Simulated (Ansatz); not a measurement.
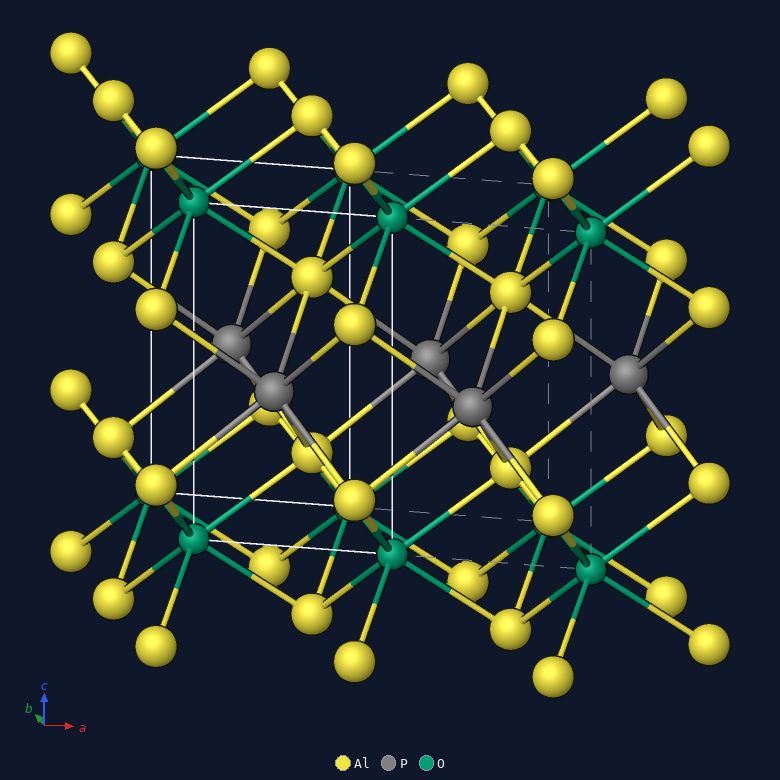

Al2PO (space group P-6m2, No. 187): the end point of a relaxation with DFT PBE, scalar-relativistic, plane waves, PAW (Ansatz 0.2.0); the starting structure was generated, so it need not be a known form of this composition.

Bonds are taken as Al–O below 2.7 Å and Al–P below 2.7 Å; no other contact counts. The graph is simplified in the usual way: terminal and isolated atoms are pruned, two-connected atoms become edges.

Question: What kind of net remains, and which atoms are its nodes?

Answer: A binodal (6,6)-connected, three-periodic net: P and O are 6-connected nodes; Al is a 6-connected node, in the ratio 1:1.

Question: Which named net is it?

Answer: It is the nia net, known from NiAs.

Question: Is the net interpenetrated?

Answer: It is a single net, without interpenetration.

Question: Give the point symbol of each node (shortest cycle at each angle).

Answer: P and O: 4⁹·6⁶; Al: 4¹²·6³.

The simplified net, drawn on the atoms' positions. Nodes are coloured by element. Short stubs are edges that leave the cut-out.

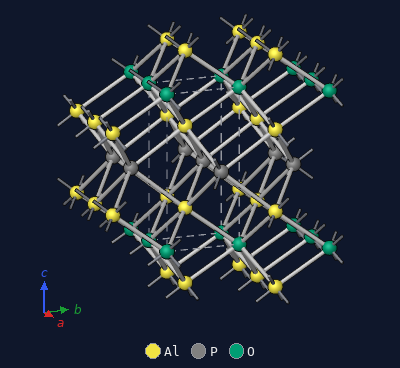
